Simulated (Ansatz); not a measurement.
## Electronic structure of ClFGeHSi (SMILES F[Si](Cl)=[GeH+]) (charge +1) in real space

Input

```
crystal:
  periodic: [false, false, false]
  atoms:
    - {symbol: Cl, position_ang: [-1.843353, -3.862214, -1.402557]}
    - {symbol: F, position_ang: [1.072331, -4.004695, -0.737174]}
    - {symbol: Ge, position_ang: [0.543527, -0.508399, -1.438335]}
    - {symbol: Si, position_ang: [-0.071911, -2.967357, -1.135622]}
    - {symbol: H, position_ang: [0.142636, -0.508805, 0.117562]}
basis:
  gaussian:
    orbitals: def2-TZVPD
total_charge: 1
hamiltonian:
  xc: {name: PBE0}
output:
  forces: true
  orbitals: {seedname: orbitals}
```

Command:

```sh
ansatz run input.yaml --threads 2 --pin off --max-ram 4350MiB --events-out events.jsonl --progress --plain --runs-dir runs
```

Geometry: B3LYP-D3(BJ)/def2-SVP.

All numbers below come from isolated molecule in a Gaussian basis; Kohn-Sham density functional theory, functional PBE0 (Ansatz).

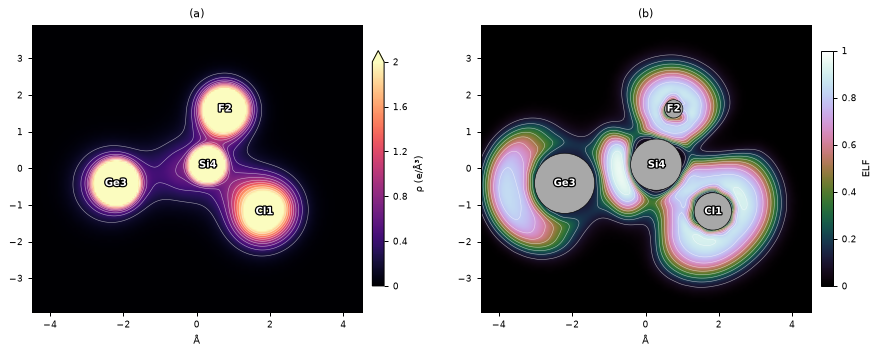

Figure 1. (a) electron density; (b) ELF on the plane of atoms Cl1, Si4 and F2. Grey discs cover the atomic cores in the ELF map.

**What does the map show?**

- Atoms in the plane: Cl, F, Ge and Si.
- Si–F (1.60 Å): the density is about 1.2 e/Å³ at the midpoint; the ELF peaks at about 0.85 in the valence shell of F, 0.6 Å from its nucleus, and is about 0.50 at the midpoint.
- Si–Cl (2.00 Å): the density is about 1 e/Å³ at the midpoint; the ELF peaks at about 0.85 between the atoms (a polar covalent bond).
- Si–Ge (2.55 Å): ρ at the midpoint is about 0.45 e/Å³; the ELF peaks at about 0.95 between the atoms (localised, covalent bonding).
- The ELF also peaks beside Cl1 and F2, away from the bonds: lone-pair regions.

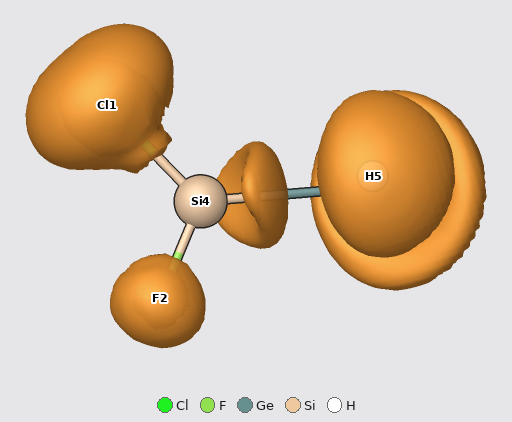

Figure 2. Isosurface of the electron localisation function at 0.8 (orange), seen across its widest extent. Core shells and regions of very low density are left out.

**Identify the bonds, lone pairs and shells in this picture.**

The ELF exceeds this value in one region around a hydrogen nucleus, one lobe of the valence shell of Si pointing towards Ge (polar bonds), one region on Cl in which the atom's valence shell and bonds are merged, one lobe on Ge, pointing away from the bonds (lone pairs) and one region wrapped around F (its valence shell).

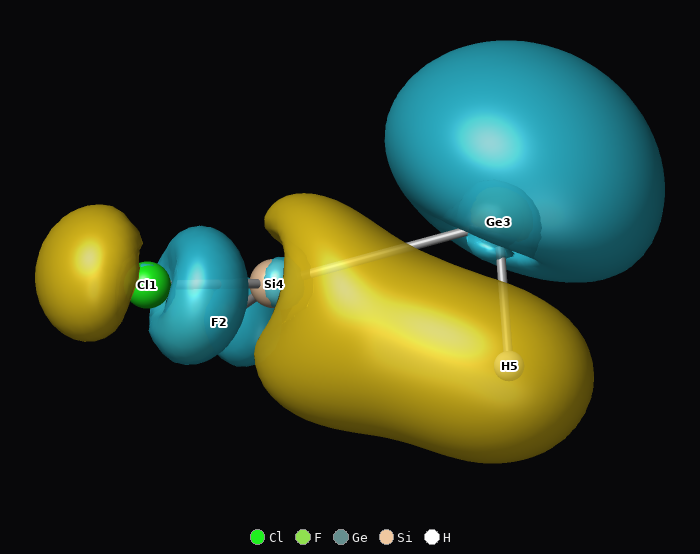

Figure 3. The HOMO at ±0.08 Å⁻³ᐟ² (yellow and cyan are the two phases), seen from one side.

**What is the character of this orbital?**

It lies mainly on Ge3 (about 60 %), Si4 (about 15 %), H5 (about 15 %) and Cl1 (about 5 %). Its energy is −13.49 eV.
